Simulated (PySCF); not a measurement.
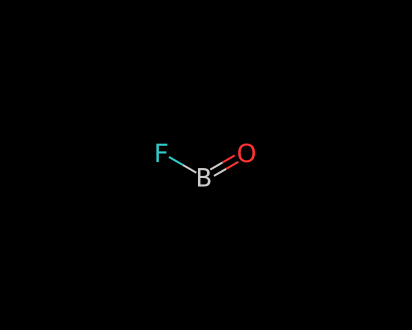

A structural formula.

**Transcribe the drawing into SMILES.**

O=BF

**Give the formula, hydrogens included.**

BOF.

**An optimisation with PBE0-D3(BJ)/def2-SVP gave a structure of which point group?**

C∞v.

More results for the same structure follow; atom numbers are the same in all pictures, views and colours differ. Computed geometry: PBE0-D3(BJ)/def2-SVP optimisation. No frequency run is at hand to confirm it as a minimum.

### Geometry

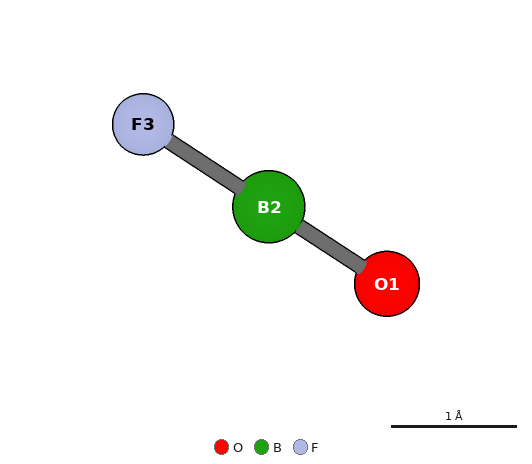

Atoms carry their numbers in the input. No frequency run is at hand to confirm it as a minimum.

List the bonds and their lengths.

| bond | length (Å) | order |
| --- | --- | --- |
| O1–B2 | 1.205 | double |
| B2–F3 | 1.283 | single |

### NMR shielding

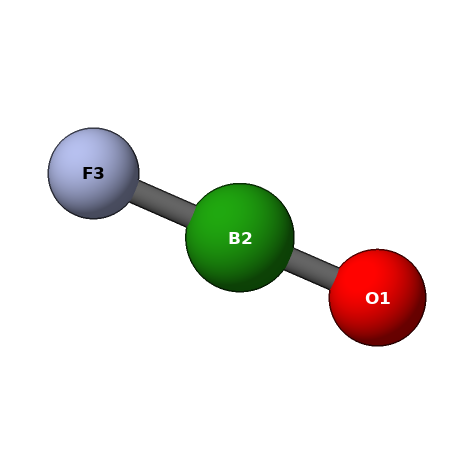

No frequency run is at hand to confirm it as a minimum. Method: GIAO WP04/pcSseg-2 NMR shielding, non-relativistic, gas phase (PySCF 2.14.0). Principal shieldings σ11 ≤ σ22 ≤ σ33, span Ω = σ33 − σ11, skew κ = 3(σiso − σ22)/Ω.

Give the shielding tensors of the O atoms.

```
atom   σ11   σ22    σ33   σiso      Ω     κ
  O1  81.3  81.3  414.9  192.5  333.5  1.00
```

Shieldings and span in ppm.

### Dipole moment

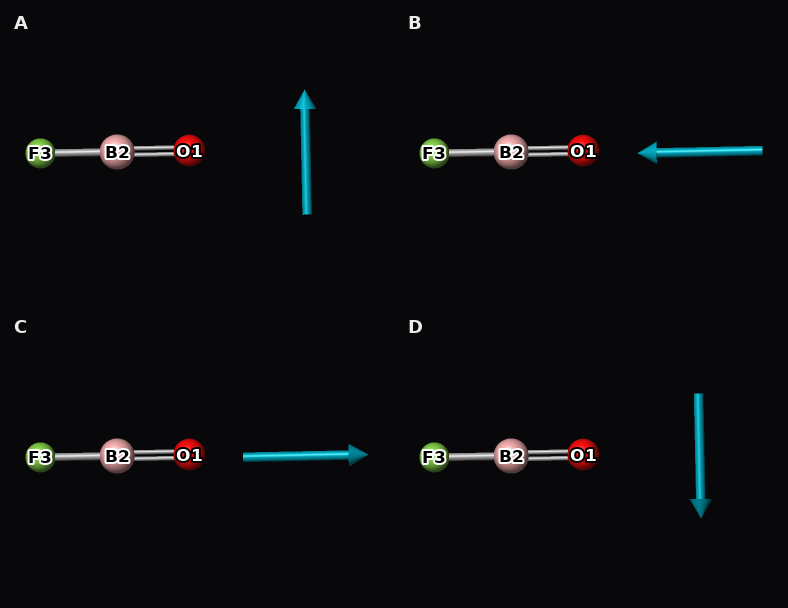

The same molecule four times, each with an arrow. No frequency run is at hand to confirm it as a minimum. Method: WP04/pcSseg-2, gas phase (PySCF 2.14.0).

**Which arrow points along the dipole moment, from the negative to the positive end?**

B. The dipole moment is 2.11 D; it points from the side of O1 to the side of F3 (the outermost atoms at the two ends).

### Spin–spin coupling

No frequency run is at hand to confirm it as a minimum. Properties computed with B3LYP/pcJ-1 indirect spin-spin coupling, non-relativistic, gas phase (PySCF 2.14.0). Isotopes: 11B, 19F, 17O.

Give the spin–spin coupling constants of these pairs, with the number of bonds between them: O1/B2, B2/F3, O1/F3.

```csv
pair,bonds apart,J (Hz)
"O1, B2",1,−18.7
"B2, F3",1,−72.1
"O1, F3",2,1.9
```

Density functionals are unreliable for couplings to fluorine, so those rows may be far off.
